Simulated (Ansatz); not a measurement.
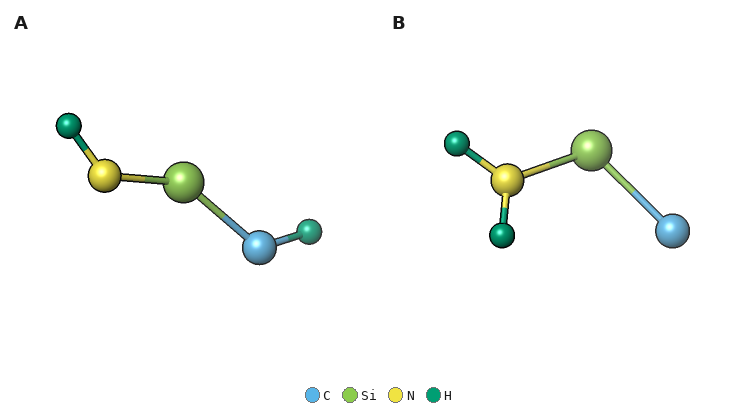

2 stationary structures of one formula. The species is neutral and a spin doublet. Geometries: PBE0-D4/def2-TZVP. Electronic energies: UHF-CCSD(T) (frozen core)/def2-TZVPP (Ansatz 0.2.0), without zero-point energy. No frequency run is at hand to confirm each as a minimum.

**Which structure is the most stable?**

A is lowest (Cs); B lies 21.7 kcal/mol above it (Cs).

The determinant isn't a pure spin state (⟨S²⟩ up to 1.67).
